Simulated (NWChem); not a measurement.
# triplet CHN at 3 levels

We compute a comparison of 3 runs (U-wB97X/cc-pVTZ, UB2PLYP/cc-pVTZ, UMP3/cc-pVTZ) of triplet CHN. 

Program for the calculation: NWChem 7.3.0.

**1. The system as given**

CHN has 3 atoms, charge 0, and is taken as a triplet. SMILES of the parent species: `C#N`. Geometry: relaxed at PBE0-D4/def2-TZVP. That shape belongs to the parent species and isn't relaxed for this state.

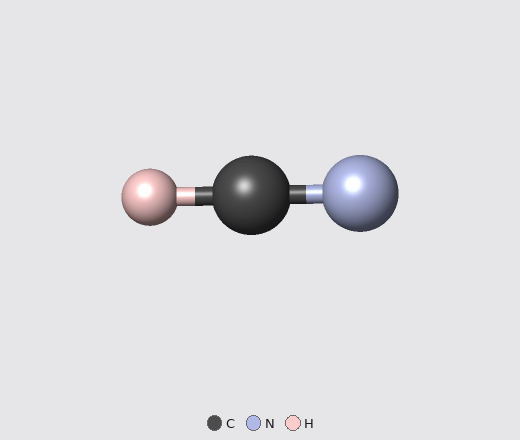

The structure, seen from a chosen angle (carbon dark grey, nitrogen light blue, hydrogen pink).

**2. A single-point energy at U-wB97X/cc-pVTZ (run 1)**

The input, run.py:

```python
from ase import Atoms
from ase.calculators.nwchem import NWChem

mol = Atoms(['C', 'N', 'H'], positions=[
    [-0.005600, -0.024400, -0.005600],
    [0.252000, 1.061000, 0.255200],
    [-0.246400, -1.036600, -0.249500],
])

calc = NWChem(
    label='chn',
    theory='dft',
    memory='2200 mb',
    basis='cc-pVTZ',
    basispar='spherical bse',
    dft={'xc': 'wb97x', 'mult': '3', 'grid': 'xfine', 'convergence': 'energy 1e-08', 'iterations': '100', 'mulliken': None},
    task='energy',
)
mol.calc = calc

print(f"energy = {mol.get_potential_energy():.6f} eV")
```

Started as:

```
$ export ASE_NWCHEM_COMMAND="nwchem PREFIX.nwi > PREFIX.nwo"
$ python run.py
```

The program printed:

```text
energy = -2535.540851 eV
```

The calculator wrote chn.nwi:

```
title "chn"

permanent_dir chn

scratch_dir chn

start chn

geometry units angstrom nocenter noautosym noautoz
  C  -5.5999999999999999e-03 -2.4400000000000002e-02 -5.5999999999999999e-03
  N  2.5200000000000000e-01 1.0609999999999999e+00 2.5519999999999998e-01
  H  -2.4640000000000001e-01 -1.0366000000000000e+00 -2.4950000000000000e-01
end

memory 2200 mb

basis spherical bse noprint
   * library cc-pVTZ
end

dft
  xc wb97x
  mult 3
  grid xfine
  convergence energy 1e-08
  iterations 100
  mulliken
end

task dft energy
```

chn.nwo:

```text
Northwest Computational Chemistry Package (NWChem) 7.3.0
             --------------------------------------------------------

           Job information
           ---------------

    nwchem branch   = 7.3.0
    use scalapack   = T
    input           = chn.nwi
    prefix          = chn.
    data base       = chn/chn.db
    status          = startup
    nproc           =        1

           Memory information
           ------------------

    heap     =     72089594 doubles =      550.0 Mbytes
    stack    =     72089599 doubles =      550.0 Mbytes
    global   =    144179200 doubles =     1100.0 Mbytes (distinct from heap & stack)
    total    =    288358393 doubles =     2200.0 Mbytes
    verify   = yes
    hardfail = no

           Directory information
           ---------------------

  0 permanent = chn
  0 scratch   = chn

                                NWChem Input Module
                                -------------------

                                        chn
                                        ---

[... 23 lines left out ...]
            Nuclear Dipole moment (a.u.)
[... 52 lines left out ...]
  convergence criterion.
[... 17 lines left out ...]
          Convergence on density requested:  1.00D-05
[... 28 lines left out ...]
          Spatial weights used:  Erf1
[... 3 lines left out ...]
          Convergence aids based upon iterative change in
[... 85 lines left out ...]
         Total DFT energy =      -93.179408375049
[... 1 line left out ...]
           Coulomb energy =       68.051067295990
[... 1 line left out ...]
 Nuclear repulsion energy =       24.044170315625
[... 527 lines left out ...]
                     DFT Final Beta Molecular Orbital Analysis
[... 588 lines left out ...]
   alpha     61     62     63     64     65     66     67     68     69     70
    beta     62     61     64     63     65     66     68     67     69     71
 overlap   1.000  1.000  1.000  0.994  0.993  0.998  1.000  1.000  1.000  1.000

   alpha     71     72     73     74
    beta     70     72     73     74
 overlap   1.000  1.000  1.000  1.000

     --------------------------
     Expectation value of S2:
     --------------------------
      <S2> =      2.0064 (Exact =     2.0000)

 center of mass
 --------------
 x =   0.22480387 y =   0.94586333 z =   0.22772026

 moments of inertia (a.u.)
 ------------------
          38.101367636259          -8.551847933374          -2.055744051762
          -8.551847933374           4.111805013472          -8.658683388832
          -2.055744051762          -8.658683388832          38.050320670986

     Multipole analysis of the density
     ---------------------------------

     L   x y z        total         alpha         beta         nuclear
     -   - - -        -----         -----         ----         -------
     0   0 0 0     -0.000000     -8.000000     -6.000000     14.000000

     1   1 0 0     -0.207324     -1.712573     -1.299105      2.804353
[... 8 lines of this table left out ...]
     2   0 0 2     -8.816165     -6.691373     -3.975773      1.850982

 Task  times  cpu:       54.4s     wall:       54.4s
 Total times  cpu:       54.5s     wall:       54.5s
```

Run time: 56 s. Hardware: 1 thread of Intel Xeon Platinum 8259CL at 2.50GHz (Skylake/Cascade Lake), shared host; peak memory 0.12 GiB.

**3. A single-point energy at UB2PLYP/cc-pVTZ (run 2)**

The input, chn.nw:

```
start chn
memory 2200 mb

geometry noautosym nocenter noautoz
   C    -0.005600   -0.024400   -0.005600
   N     0.252000    1.061000    0.255200
   H    -0.246400   -1.036600   -0.249500
end

basis spherical bse
   * library cc-pVTZ
end

dft
   xc hfexch 0.53 becke88 0.47 lyp 0.73 mp2 0.27
   dftmp2 semidirect
   mult 3
   grid xfine
   convergence energy 1e-08
   iterations 100
   mulliken
   noprint "final vectors analysis"
end

mp2
   freeze core 2
end

task dft energy
```

Started as:

```
$ nwchem chn.nw > chn.out
```

The program printed:

```text
[...]
          Wavefunction type:  spin polarized.
          No. of atoms     :     3
          No. of electrons :    14
[...]
          Charge           :     0
          Spin multiplicity:     3
[...]
          AO basis - number of functions:    74
[...]
              XC Information
              --------------
                     Hartree-Fock (Exact) Exchange  0.530
                    Becke 1988 Exchange Functional  0.470
              Lee-Yang-Parr Correlation Functional  0.730
[...]
 d= 0,ls=0.0,diis     1    -93.0042558762 -1.17D+02  4.50D-03  7.73D-02     2.6
[...]
 d= 0,ls=0.0,diis    11    -93.0435561472 -1.42D-09  4.33D-07  1.39D-10    25.6
[...]
         Total DFT energy =      -93.043556147222
      One electron energy =     -172.598214433522
           Coulomb energy =       68.022787865893
    Exchange-Corr. energy =      -12.512299895217
 Nuclear repulsion energy =       24.044170315625
[...]
      Total Density - Mulliken Population Analysis
     ---------------------------------------------
    Atom       Charge   Shell Charges
 -----------   ------   -------------------------------------------------------
    1 C    6     6.15   1.96  0.19  0.81  0.33  0.87  1.27  0.61  0.03  0.06  0.01
    2 N    7     7.03   1.95  0.24  0.98  0.44  0.98  1.60  0.79  0.01  0.04  0.00
    3 H    1     0.82   0.25  0.44  0.08  0.01  0.03  0.00
[...]
      <S2> =      2.0093 (Exact =     2.0000)
[...]
  Basis functions       =     74
[...]
```

Wall time 29 s (1 thread of Intel Xeon Platinum 8259CL at 2.50GHz (Skylake/Cascade Lake), shared host); peak memory 0.15 GiB.

**4. The energy at UMP3/cc-pVTZ (run 3)**

The input, run.py:

```python
from ase import Atoms
from ase.calculators.nwchem import NWChem

system = Atoms(['C', 'N', 'H'], positions=[
    [-0.005600, -0.024400, -0.005600],
    [0.252000, 1.061000, 0.255200],
    [-0.246400, -1.036600, -0.249500],
])

calc = NWChem(
    label='chn',
    theory='tce',
    memory='2200 mb',
    basis='cc-pVTZ',
    basispar='spherical bse',
    scf={'nopen': '2', 'uhf': None, 'thresh': '1e-08', 'maxiter': '80'},
    tce={'scf': None, 'mbpt3': None, 'freeze': 'core 2', 'maxiter': '60'},
    task='energy',
)
system.calc = calc

e = system.get_potential_energy()
print(f"E = {e:.6f} eV")
```

Started as:

```
$ export ASE_NWCHEM_COMMAND="nwchem PREFIX.nwi > PREFIX.nwo"
$ python run.py
```

The program printed:

```text
E = -2530.650011 eV
```

The calculator wrote chn.nwi:

```
title "chn"

permanent_dir chn

scratch_dir chn

start chn

geometry units angstrom nocenter noautosym noautoz
  C  -5.5999999999999999e-03 -2.4400000000000002e-02 -5.5999999999999999e-03
  N  2.5200000000000000e-01 1.0609999999999999e+00 2.5519999999999998e-01
  H  -2.4640000000000001e-01 -1.0366000000000000e+00 -2.4950000000000000e-01
end

memory 2200 mb

basis spherical bse noprint
   * library cc-pVTZ
end

scf
  nopen 2
  uhf
  thresh 1e-08
  maxiter 80
end
tce
  scf
  mbpt3
  freeze core 2
  maxiter 60
end

task tce energy
```

chn.nwo, shortened:

```text
[...]
      One electron energy =   -172.482774143595
[... 1 line left out ...]
 Nuclear repulsion energy =     24.044170315625
[... 30 lines left out ...]
          Final beta eigenvalues
[... 158 lines left out ...]
                     UHF Final Beta Molecular Orbital Analysis
[...]
```

Run time: 38 s. Hardware: 1 thread of Intel Xeon Platinum 8259CL at 2.50GHz (Skylake/Cascade Lake), shared host; peak memory 0.95 GiB.

**5. All runs side by side**

```csv
run,level,frozen core orbitals,integration grid,energy (Eh),dipole moment (D),HOMO energy (eV),LUMO energy (eV),wall time
1,U-wB97X/cc-pVTZ,–,xfine,-93.179408,2.34,-6.09,-3.90,56 s
2,UB2PLYP/cc-pVTZ,2,xfine,-93.132510,2.38,–,–,29 s
3,UMP3/cc-pVTZ,2,–,-92.999673,–,-7.56,-0.22,38 s
```

**6. What came out**

| quantity | value |
| --- | --- |
| run 3: total energy | -92.99967 Eh |
| run 3: HOMO energy (Hartree–Fock orbitals) (highest over α and β) | -7.56 eV |
| run 3: LUMO energy (Hartree–Fock orbitals) (lowest over α and β) | -0.22 eV |
| run 3: correlation energy (2 core orbitals frozen) | -293.5 mEh |
| run 3: ⟨S²⟩ of the reference determinant | 2.018 |

In words: Totals of different functionals can't be ranked against each other. All runs together took 2.1 min, the longest 56 s.
